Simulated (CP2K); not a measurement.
**BNH3Br (SMILES NBBr): PM6**

What is the vertical electron affinity of BNH3Br at PM6? 

The results are computed with CP2K 2026.2.

4 further runs of the same task are left out: 2 that didn't finish, 2 set aside as unsound or not needed.

### 1 The structure to begin with

BNH3Br has 6 atoms, charge 0, and is taken as a singlet. SMILES: `NBBr`. The coordinates come from a PBE0-D4/def2-TZVP relaxation.

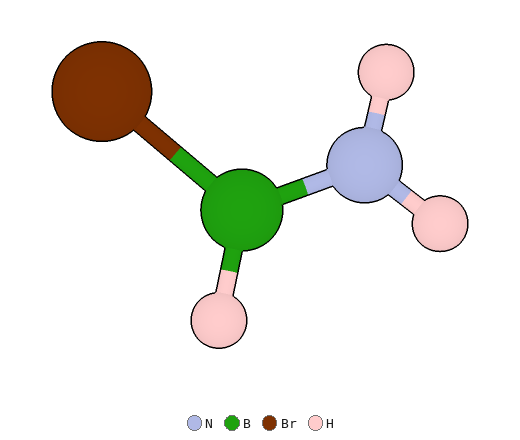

Viewed from a chosen angle; nitrogen light blue, boron green, bromine brown, hydrogen pink.

### 2 Energy and gradient at PM6

molecule.xyz reads:

```xyz
6

N     -0.228400    -0.210700    -0.724700
B      0.246400    -0.041600     0.560100
Br     0.107800     1.687200     1.408500
H     -0.174900    -1.094700    -1.201500
H     -0.652700     0.528800    -1.259400
H      0.743900    -0.933100     1.170700
```

mol.inp reads:

```
&GLOBAL
    PROJECT_NAME mol
    RUN_TYPE ENERGY_FORCE
    PRINT_LEVEL MEDIUM
&END

&FORCE_EVAL
    METHOD Quickstep
    &DFT
        # Quickstep
        &QS
            METHOD PM6
            EPS_DEFAULT 1.0E-10
            &SE
                &COULOMB
                    CUTOFF [angstrom] 50
                    RC_RANGE [angstrom] 0
                &END
                &EXCHANGE
                    CUTOFF [angstrom] 50
                    RC_RANGE [angstrom] 0
                &END
            &END
        &END
        # no periodic images
        &POISSON
            PERIODIC NONE
            POISSON_SOLVER ANALYTIC
        &END
        &SCF
            SCF_GUESS ATOMIC
            EPS_SCF 1.0E-07
            MAX_SCF 100
            ADDED_MOS 8
            &DIAGONALIZATION
                ALGORITHM STANDARD
            &END
            &MIXING
                METHOD DIRECT_P_MIXING
                ALPHA 0.4
            &END
        &END
        # extra output
        &PRINT
            &MOMENTS
                PERIODIC F
                REFERENCE COM
                MAX_MOMENT 1
            &END
            &MO ON
                ENERGIES T
                OCCUPATION_NUMBERS T
                NDIGITS 6
                &EACH
                    QS_SCF 0
                &END
                ADD_LAST NUMERIC
            &END
            &HIRSHFELD OFF
            &END
        &END
    &END
    &SUBSYS
        &CELL
            ABC 11.4 12.8 12.7
            PERIODIC NONE
        &END
        &TOPOLOGY
            COORD_FILE_NAME molecule.xyz
            COORD_FILE_FORMAT XYZ
            &CENTER_COORDINATES
            &END
        &END
    &END
    # extra output
    &PRINT
        &FORCES ON
        &END
    &END
&END
```

The run is started by

```console
OMP_NUM_THREADS=1 cp2k.psmp mol.inp > mol.out
```

Standard output:

```text
CP2K| version string:                                       CP2K version 2026.2
[...]
 GLOBAL| Method name                                                        CP2K
[...]
 GLOBAL| Run type                                                   ENERGY_FORCE
[...]
                             - Atoms:                                          6
[...]
                             - Spherical basis functions:                     20
[...]
 Number of electrons:                                                         18
[...]
     1 P_Mix/Diag. 0.40E+00    0.0     0.74409296       -15.0080972444 -1.50E+01
[...]
    18 DIIS/Diag.  0.48E-07    0.0     0.00000009       -18.5951743894 -3.55E-14
  *** SCF run converged in    18 steps ***
  Core-core repulsion energy [eV]:                            691.29656895995970
  Core Hamiltonian energy [eV]:                              -787.74304087855785
  Two-electron integral energy [eV]:                         -819.10791254336834
  Electronic energy [eV]:                                   -1197.29699715024185
  Total energy [eV]:                                         -506.00042819028238
  Atomic reference energy [eV]:                               503.91218656557885
  Heat of formation [kcal/mol]:                               -48.15599968642839
[...]
 SE_DIPOLE| Moment [Debye]          0.60626168       1.97145754       2.84748631
 SE_DIPOLE| Derivative [a.u.]       0.00000000       0.00000000       0.00000000
 ENERGY| Total FORCE_EVAL ( QS ) energy [hartree]            -18.595174389426255
 FORCES| Atomic forces [hartree/bohr]
 FORCES|   Atom     x               y               z               |f|
 FORCES|      1 -3.11466289E-03  1.21388710E-02  7.09141691E-04   1.25521391E-02
 FORCES|      2  3.88216945E-03 -7.40791377E-03  4.43814696E-03   9.46813469E-03
 FORCES|      3 -2.23898482E-03 -4.97595401E-03 -8.92593830E-03   1.04616225E-02
 FORCES|      4 -2.23030335E-04  2.47047385E-03  1.15436926E-03   2.73597367E-03
 FORCES|      5  8.21528682E-04 -2.72303515E-03  1.33437567E-04   2.84739098E-03
 FORCES|      6  8.72979921E-04  4.97558085E-04  2.49084281E-03   2.68588084E-03
 FORCES| Sum    -1.00613962E-16 -4.16333634E-16 -2.49800181E-16
 FORCES| Total atomic force                                       4.95839686E-16
[...]
```

It took 0.42 s on 1 thread of Arm Neoverse N1, shared host; peak memory 0.13 GiB.

### 3 The doublet anion at the same level

molecule.xyz is that of step 2.

job.inp reads:

```
&GLOBAL
 PROJECT_NAME job
 RUN_TYPE ENERGY_FORCE
 PRINT_LEVEL MEDIUM
&END GLOBAL
&FORCE_EVAL
 METHOD QS
 &DFT
  CHARGE -1
  MULTIPLICITY 2
  LSD T
  &QS
   METHOD PM6
   EPS_DEFAULT 1.0E-10
   &SE
    &COULOMB
     CUTOFF [angstrom] 50
     RC_RANGE [angstrom] 0
    &END COULOMB
    &EXCHANGE
     CUTOFF [angstrom] 50
     RC_RANGE [angstrom] 0
    &END EXCHANGE
   &END SE
  &END QS
  &POISSON
   PERIODIC NONE
   POISSON_SOLVER ANALYTIC
  &END POISSON
  &SCF
   SCF_GUESS ATOMIC
   EPS_SCF 1.0E-07
   MAX_SCF 50
   &OT ON
    MINIMIZER CG
    PRECONDITIONER FULL_ALL
   &END OT
   &OUTER_SCF
    EPS_SCF 1.0E-07
    MAX_SCF 5
   &END OUTER_SCF
  &END SCF
  &PRINT
   &MOMENTS
    PERIODIC F
    REFERENCE COM
    MAX_MOMENT 1
   &END MOMENTS
   &MO_CUBES
    NLUMO 5
    NHOMO -1
    WRITE_CUBE F
   &END MO_CUBES
   &HIRSHFELD OFF
   &END HIRSHFELD
  &END PRINT
 &END DFT
 &SUBSYS
  &CELL
   ABC [angstrom] 11.4 12.8 12.7
   PERIODIC NONE
  &END CELL
  &TOPOLOGY
   COORD_FILE_NAME molecule.xyz
   COORD_FILE_FORMAT XYZ
   &CENTER_COORDINATES
   &END CENTER_COORDINATES
  &END TOPOLOGY
 &END SUBSYS
 &PRINT
  &FORCES ON
  &END FORCES
 &END PRINT
&END FORCE_EVAL
```

The run is started by

```console
OMP_NUM_THREADS=1 cp2k.psmp -i job.inp -o job.out
```

Standard output:

```text
CP2K| version string:                                       CP2K version 2026.2
[...]
 GLOBAL| Method name                                                        CP2K
[...]
 GLOBAL| Run type                                                   ENERGY_FORCE
[...]
                             - Atoms:                                          6
[...]
                             - Spherical basis functions:                     20
[...]
 Number of electrons:                                                         10
[...]
     1 OT CG       0.15E+00    0.0     0.15718367       -16.1039982956 -1.61E+01
[...]
    13 OT CG       0.89E+00    0.0     0.00000004       -18.6058615655 -2.91E-12
  *** SCF run converged in    13 steps ***
  Core-core repulsion energy [eV]:                            691.29656895995970
  Core Hamiltonian energy [eV]:                              -811.87491278535015
  Two-electron integral energy [eV]:                         -771.42579442849853
  Electronic energy [eV]:                                   -1197.58780999959936
  Total energy [eV]:                                         -506.29124103963977
  Atomic reference energy [eV]:                               503.91218656557885
  Heat of formation [kcal/mol]:                               -54.86230384050423
[...]
 SE_DIPOLE| Moment [Debye]          0.94082043      -0.29078339       2.11546340
 SE_DIPOLE| Derivative [a.u.]       0.00000000       0.00000000       0.00000000
 *** WARNING in qs_scf_post_se.F:140 :: Printing of MO cube files not ***
 *** implemented for Semi-Empirical method.                           ***
 ENERGY| Total FORCE_EVAL ( QS ) energy [hartree]            -18.605861565458852
 FORCES| Atomic forces [hartree/bohr]
 FORCES|   Atom     x               y               z               |f|
 FORCES|      1 -2.00036296E-03 -6.77459901E-03 -9.58093262E-03   1.19033992E-02
 FORCES|      2  2.19904522E-03  2.74713200E-03  7.32684631E-03   8.12805087E-03
 FORCES|      3 -2.63873938E-03  7.62208571E-03 -1.25272629E-03   8.16262576E-03
 FORCES|      4 -2.38085760E-03  6.49946582E-03 -1.38638081E-03   7.05929108E-03
 FORCES|      5  4.59590814E-03 -4.51417234E-03  8.19168488E-03   1.04213159E-02
 FORCES|      6  2.25006588E-04 -5.57991218E-03 -3.29849148E-03   6.48583795E-03
 FORCES| Sum    -7.45931095E-17  1.11022302E-16 -3.88578059E-16
 FORCES| Total atomic force                                       4.10953758E-16
[...]
```

Run time: 2.2 s. Hardware: 1 thread of Arm Neoverse N1, shared host; peak memory 0.14 GiB.

### 4 Outcome

Level: PM6.

| quantity | value |
| --- | --- |
| singlet BNH3Br: total energy | -18.59517 Eh |
| singlet BNH3Br: dipole moment | 3.52 D |
| singlet BNH3Br: HOMO energy | -10.29 eV |
| singlet BNH3Br: LUMO energy | -0.13 eV |
| singlet BNH3Br: HOMO–LUMO gap | 10.16 eV |
| singlet BNH3Br: heat of formation at this unrelaxed shape | -48.2 kcal/mol |
| singlet BNH3Br: largest force on an atom | 0.645 eV/Å |
| doublet anion: total energy | -18.60586 Eh |
| doublet anion: heat of formation at this unrelaxed shape | -54.9 kcal/mol |
| doublet anion: largest force on an atom | 0.612 eV/Å |
| vertical electron affinity (to the doublet anion) | 0.291 eV |

**Reading.** At fixed nuclei the extra electron is bound by 0.29 eV (28.1 kJ/mol). The largest force (singlet BNH3Br) is 0.65 eV/Å: the shape isn't a stationary point for this species at this level. A minimal valence basis can't be trusted even for the sign of an electron affinity.
